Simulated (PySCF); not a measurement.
# Cl3H3OSiZr ((Cl)3Zr-O-SiH3): what the fields show

```xyz
9

Zr    1.2255    1.0780   -0.5297
Cl    0.2364    2.1849   -2.3334
Cl    3.0728   -0.1736   -1.2478
Cl    1.8614    2.6056    1.1247
O    -0.0968   -0.0893    0.1617
Si   -1.2892   -1.1886    0.6054
H    -0.7495   -2.0680    1.6788
H    -1.6610   -1.9931   -0.5914
H    -2.4668   -0.4253    1.1061
```

Geometry: PBE0-D3(BJ)/def2-SVP; core potentials replace the inner electrons of Zr.

These are results of wB97X-D/def2-SVPD, SCF density, gas phase, scalar-relativistic core potentials on the heavy atoms (PySCF), not measurements.

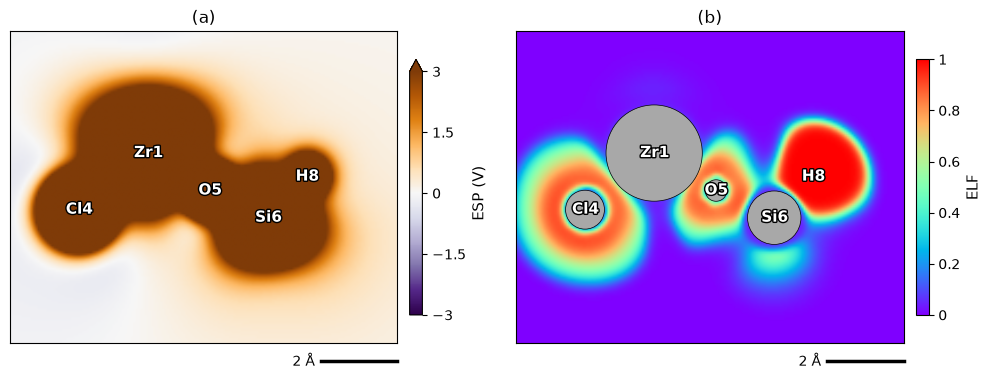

Figure 1. (a) electrostatic potential; (b) electron localisation function on the plane of atoms Cl4, Zr1 and O5. Grey discs cover the atomic cores in the ELF map.

**What do the fields say about this system?**

- The section cuts through Zr, Cl, O, Si and H sites.
- Si–O (1.68 Å): the ELF peaks at about 0.90 between the atoms (a polar covalent bond).
- Zr–O (1.89 Å): the ELF peaks at about 0.85 in the valence shell of O, 0.5 Å from its nucleus, and drops to about 0.20 between the two atoms.
- Zr–Cl (2.34 Å): the ELF peaks at about 0.85 in the valence shell of Cl, 0.8 Å from its nucleus, and is about 0.35 at the midpoint.
- Si–H (1.49 Å): the ELF climbs to about 1 towards the hydrogen, as it does in any bond to H.
- Outside the dense part of the molecule the potential is most negative (−0.3 V) near Cl4.

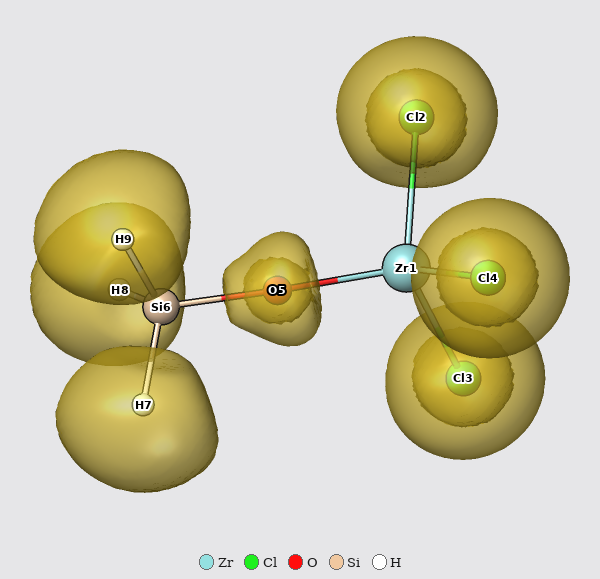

Figure 2. Isosurface of the ELF at 0.8 (yellow), seen at an oblique angle. Only the valence region is drawn (cores and ρ < 0.01 e/Å³ removed).

**Identify the bonds, lone pairs and shells in this picture.**

At this value the surface marks out three regions around hydrogen nuclei, three regions wrapped around Cl (the valence shell of each) and one region wrapped around O (its valence shell).

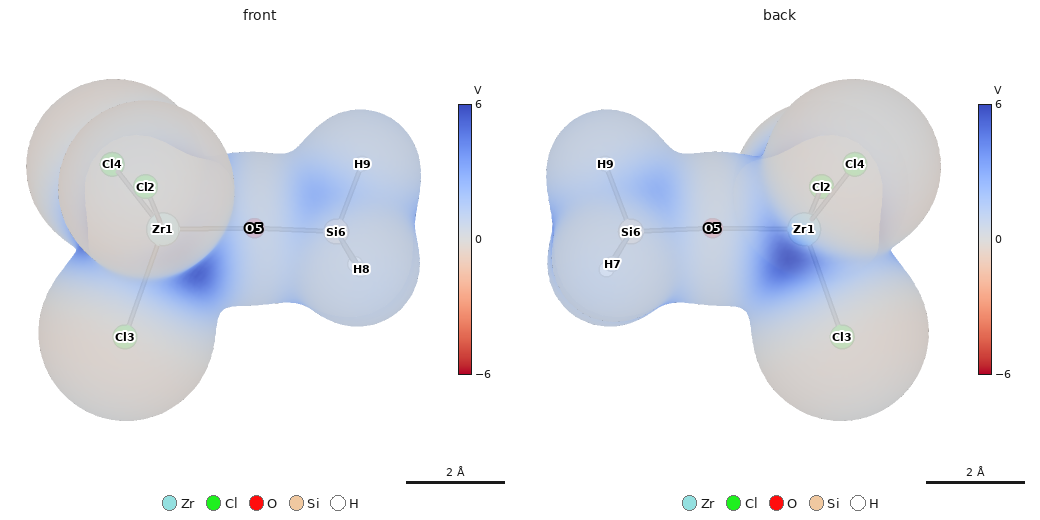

Figure 3. The electrostatic potential painted on the density surface at 0.004 e/bohr³, seen from the front and from behind; the colour scale runs from red (negative) to blue (positive).

**Describe the electrostatic potential map.**

The most negative region (about −0.3 V) lies over Cl2, Cl3 and Cl4, the most positive (about +5.3 V) over Zr1.
